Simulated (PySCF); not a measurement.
Molecule: SMILES [SiH3]C[CH2][GeH3] (C2H10GeSi). Atoms near the plane z = 0.0 Å, at the GFN2-xTB optimised geometry (x, y, z in Å): Si1 (1.6, -0.3, 0.0), C2 (-0.3, -0.3, 0.0), C3 (-1.0, 1.1, 0.0), H5 (2.0, -1.7, 0.3), H7 (2.1, 0.6, 1.0), H8 (-0.7, -0.8, -0.9), H9 (-0.7, -0.8, 0.9), H10 (-2.1, 1.0, 0.1), H11 (-0.6, 1.7, 0.9).

Calculation: PBE/def2-TZVP (PySCF). Cells within 0.4 Å of a nucleus heavier than hydrogen are left out (blank, or x). The values are rescaled to run from 0 to 1.

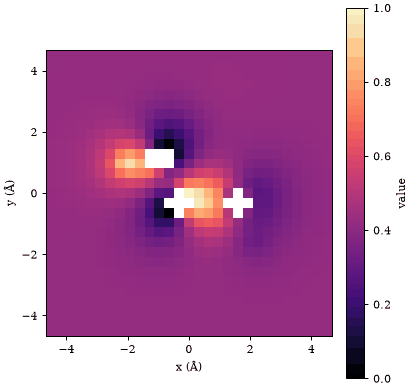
Figure. a field on the plane z = 0.0 Å.

**Question.** Which quantity is mapped?
(A) electrostatic potential
(B) an orbital amplitude
(C) log10 of the electron density
(D) Laplacian of the electron density

**Answer.** B, an orbital amplitude. In full: HOMO amplitude (bohr^(-3/2)).
